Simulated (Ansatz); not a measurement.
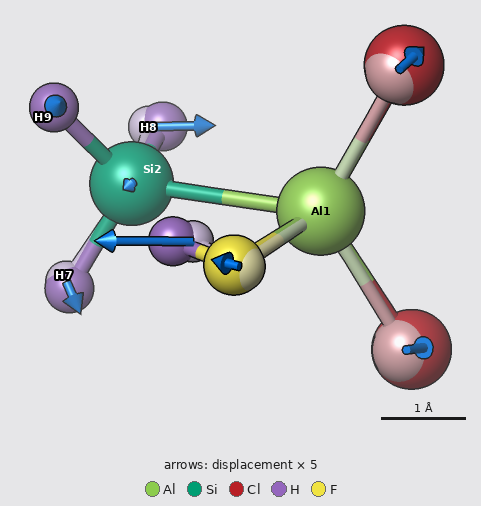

A constrained relaxation of AlSiH₄Cl₂F. The starting structure is drawn faded, the final one solid; blue arrows show the displacements, 5 times their true length. The two geometries are superimposed by the best rigid fit.

A ball-and-stick model, seen at a tilt.

The reaction that was planned forms Al1–F6, Si2–H5 and breaks Al1–Si2, H5–F6 (atoms numbered from 1 in input order).

The calculation used RKS PBE0-D4/def2-SVP (Ansatz 0.2.0). (held fixed: the distance between atoms 1 (Al) and 6 (F), the distance between atoms 2 (Si) and 5 (H), the distance between atoms 1 (Al) and 2 (Si), the distance between atoms 5 (H) and 6 (F), counting from 1; force threshold 0.04 eV/Å; at most 150 steps)

**Describe the change and its energy.**

After 3 geometry steps the energy has fallen by 0.320 eV. The largest force component goes from 1.2 to 0.026 eV/Å. An H atom moves most after the best rigid fit: 0.26 Å. By element the largest moves are H 0.26 Å, Cl 0.13 Å, F 0.09 Å, Si 0.04 Å, Al 0.02 Å. Near-neighbour distances that change, for instance: Al–Cl 2.036 → 2.096 Å, H–Si 1.471 → 1.498 Å. Among the angles between lasting bonds that change: Al–F–H 61.2° → 75.2°, Al–Si–H 108.6° → 100.2°, H–Si–H 103.4° → 108.3°. The run took 6 s on 8 threads of Arm Neoverse V1, with other jobs on the host.
